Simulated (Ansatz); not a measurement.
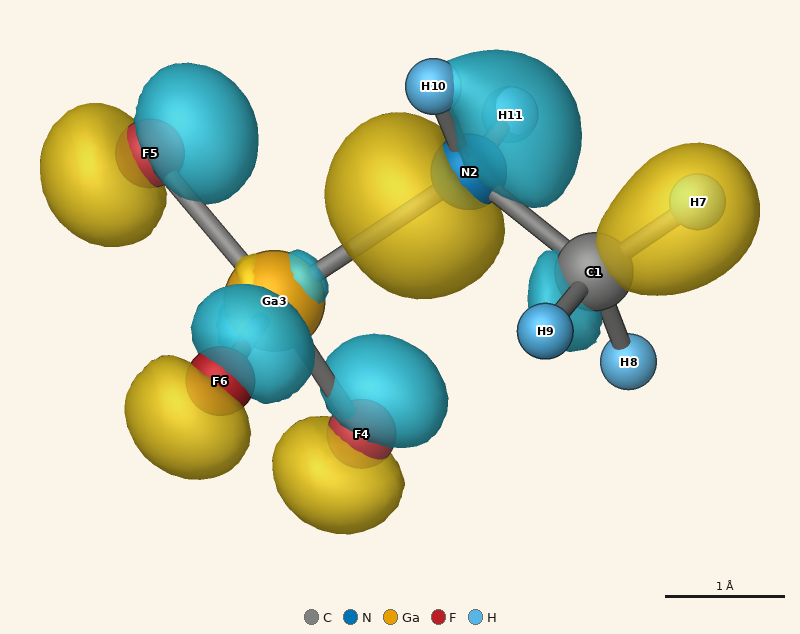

Figure 1: CH$_{5}$F$_{3}$GaN (SMILES C[NH2+][Ga-]([F])([F])[F]). The HOMO at ±0.15 Å⁻³ᐟ² (yellow and cyan are the two phases), seen at a tilt.

Geometry: PBE0-D4/def2-TZVP.

The calculation used RKS PBE0-D4/def2-TZVPP (Ansatz).

The calculation's input:

```
crystal:
  periodic: [false, false, false]
  atoms:
    - {symbol: C, position_ang: [-0.023278, -1.114445, 0.848253]}
    - {symbol: N, position_ang: [0.655543, -0.297038, -0.176696]}
    - {symbol: Ga, position_ang: [-0.448863, 1.329537, -0.717785]}
    - {symbol: F, position_ang: [-1.905362, 0.535930, -1.304381]}
    - {symbol: F, position_ang: [0.588792, 2.079055, -1.920771]}
    - {symbol: F, position_ang: [-0.585136, 2.143163, 0.836168]}
    - {symbol: H, position_ang: [0.574648, -1.981677, 1.131173]}
    - {symbol: H, position_ang: [-0.982463, -1.441472, 0.449942]}
    - {symbol: H, position_ang: [-0.205774, -0.491178, 1.722264]}
    - {symbol: H, position_ang: [1.556074, 0.028572, 0.162397]}
    - {symbol: H, position_ang: [0.841019, -0.847548, -1.010064]}
basis:
  gaussian: {orbitals: def2-TZVPP}
hamiltonian: {xc: pbe0, dispersion: d4}
output: {orbitals: {seedname: orbitals}}
```

Command:

```sh
ansatz run in.yaml --threads 4 --pin off --events-out ev --progress --plain --max-ram 11315MiB
```

Where does this orbital lie, and at what energy?

Answer. By Hirshfeld shares it lies mainly on N2 (about 25 %), F5 (about 20 %), F4 (about 15 %), F6 (about 15 %), Ga3 (about 10 %) and C1 (about 5 %); largely a combination of lone pairs on N2, F5, F4 and F6. Its energy is −10.03 eV.
